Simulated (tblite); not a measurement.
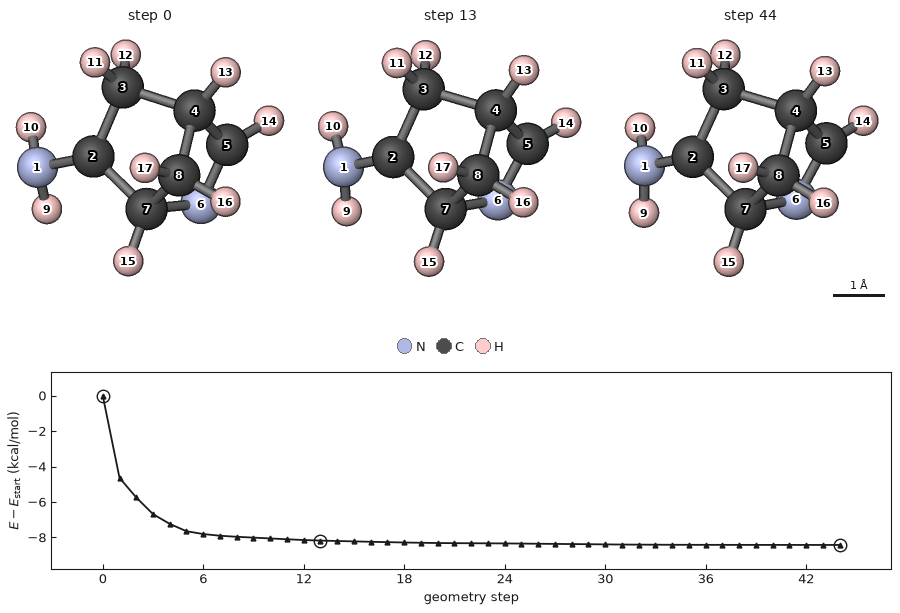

Frames of a relaxation of C₆H₉N₂ (multiplicity 2), marked on the history of the run. A ball-and-stick model, seen at a tilt.

Level of theory: GFN2-xTB geometry optimisation, gas phase (tblite 0.8.0). 

### Describe the path.

The largest move after the best rigid fit is that of H10, 0.19 Å. Largest moves by element: H 0.19 Å, N 0.14 Å, C 0.04 Å. Near-neighbour distances that change, for instance: N1–C2 1.475 → 1.378 Å, C5–H14 1.107 → 1.075 Å, N6–C7 1.495 → 1.464 Å, C5–N6 1.300 → 1.278 Å. Among the angles between lasting bonds that change: H9–N1–H10 107.6° → 113.2°, C5–N6–C7 100.5° → 105.9°, C2–C7–N6 106.3° → 101.8°. After 44 geometry steps the energy has fallen by 8.42 kcal/mol. From step 0 to 13: N1 moves most (0.12 Å), energy −8.18 kcal/mol. From step 13 to 44: H10 moves most (0.18 Å), energy −0.25 kcal/mol.
